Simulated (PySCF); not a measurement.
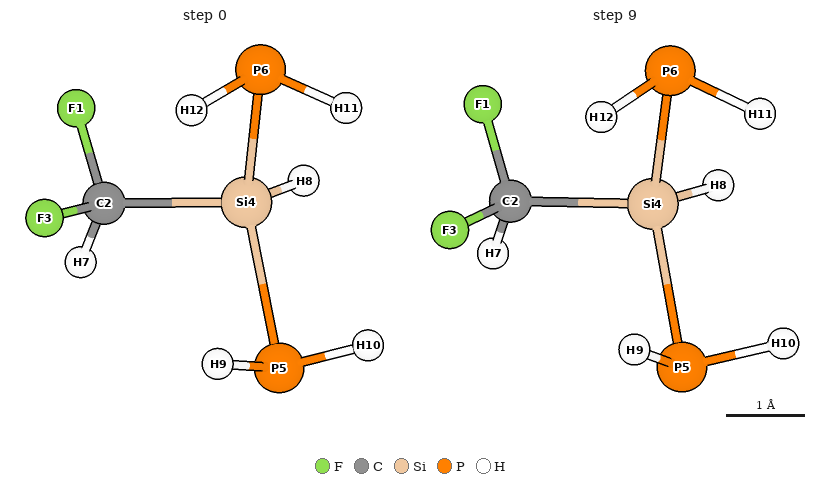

The structure of CH$_{6}$F$_{2}$P$_{2}$Si before (left) and after (right) a relaxation, at one scale.

The picture is a ball-and-stick view, seen from a free direction.

The start comes from GFN2-xTB. Its atoms were then displaced at random by about 0.01 Å.

All numbers below come from PBE0-D3(BJ)/def2-SVP geometry optimisation, gas phase (PySCF 2.14.0, density-fitted response routines). 

Q: Describe what moved and what it gained.

A: H9 moves most after the best rigid fit: 0.30 Å. Largest moves by element: H 0.30 Å, F 0.20 Å, P 0.15 Å, C 0.08 Å, Si 0.05 Å. Near-neighbour distances that change, for instance: P5–H10 1.381 → 1.429 Å, P6–H11 1.391 → 1.430 Å, F1–C2 1.391 → 1.357 Å, Si4–H8 1.461 → 1.494 Å. Bond angles that change, for instance: Si4–P6–H12 95.1° → 92.1°, Si4–P6–H11 96.2° → 93.3°, Si4–C2–H7 116.1° → 113.9°. Over 9 geometry steps the energy falls by 0.119 eV.
